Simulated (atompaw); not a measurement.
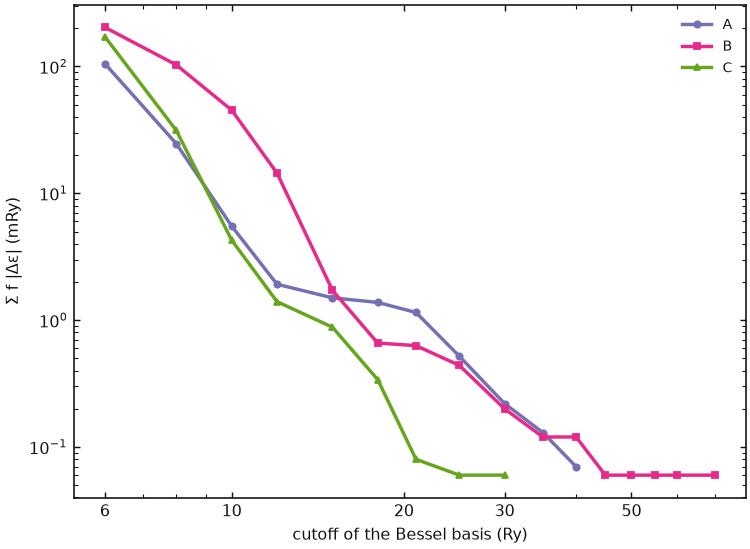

The occupation-weighted error of the valence levels in a spherical-Bessel basis for 3 variants of one potential.

Base settings:

Atompaw 4.2.0.5 input:

```
Cs 55
LDA-PW scalarrelativistic loggrid 2001 logderivrange -4 5 226
6 6 5 0 0 0
6 0 0
6 1 1
5 2 0
0 0 0
c
c
c
c
v
v
c
c
c
v
v
c
c
v
2
3.00 2.20 2.75 2.15
n
n
y
0.3
n
modrrkj vanderbiltortho sinc
bessel
2.45
3.00
2.25
3.00
3.00
3.00
```

Match the curves to these variants:
1. base
2. augmentation sinc compensation charge, radius 2.20 bohr; PAW radius 3.00 bohr; waves and projectors: custom rrkj vanderbiltortho
3. waves 6p (bound): rc 2.20 bohr

A = 3, B = 2, C = 1.

What did the other tests of these runs give?

A: loose cutoff 10 Ry; bound ghosts none. B: loose cutoff 15 Ry; bound ghosts none. C: loose cutoff 10 Ry; bound ghosts none. The loose cutoff is the first of the cutoffs, on a coarse ladder, from which the occupation-weighted sum of valence levels, in a spherical-Bessel basis at the reference potential, stays within 10 and 1 mRy of its value at 400 Ry.
